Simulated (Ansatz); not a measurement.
Consider C2H8FNO2Si (SMILES COC(O)(F)N[SiH3]).

```csv
atom,x (Å),y (Å),z (Å)
C,1.3682,-1.6889,-0.5711
O,0.7428,-0.7376,-1.4425
C,-0.2310,0.0440,-0.8154
O,-1.2890,-0.6894,-0.2603
F,-0.7426,0.7893,-1.8891
N,0.2711,0.8595,0.2242
Si,-0.8014,1.5257,1.4563
H,0.6265,-2.3916,-0.1520
H,2.0884,-2.2352,-1.1971
H,1.8957,-1.1877,0.2603
H,-1.8330,-0.9829,-1.0207
H,1.0885,1.3965,-0.0655
H,-2.0609,2.1289,0.9087
H,-1.1611,0.5102,2.4941
H,0.0158,2.6085,2.0992
```

These are results of Ansatz, RKS PBE-D4/6-31G*, not measurements.

Q: What will maps of the electron density and electron localisation function show?

A: C–O (1.40 Å): the density is about 2.2 e/Å³ at the midpoint, with its minimum of 2 e/Å³ about 0.5 Å from C; the ELF peaks at about 0.85 between the atoms (a polar covalent bond).
C–F (1.40 Å): ρ at the midpoint is about 2 e/Å³, with its minimum of 1.7 e/Å³ about 0.5 Å from C; the ELF peaks at about 0.80 between the atoms (a shared but strongly polarised pair).

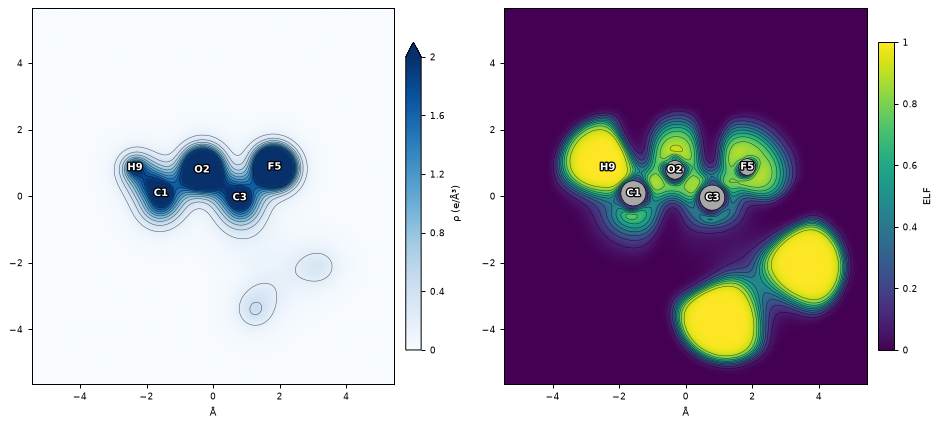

Computed electron density and electron localisation function on the plane of atoms C1, O2 and C3, in this order. Grey discs cover the atomic cores in the ELF map. 
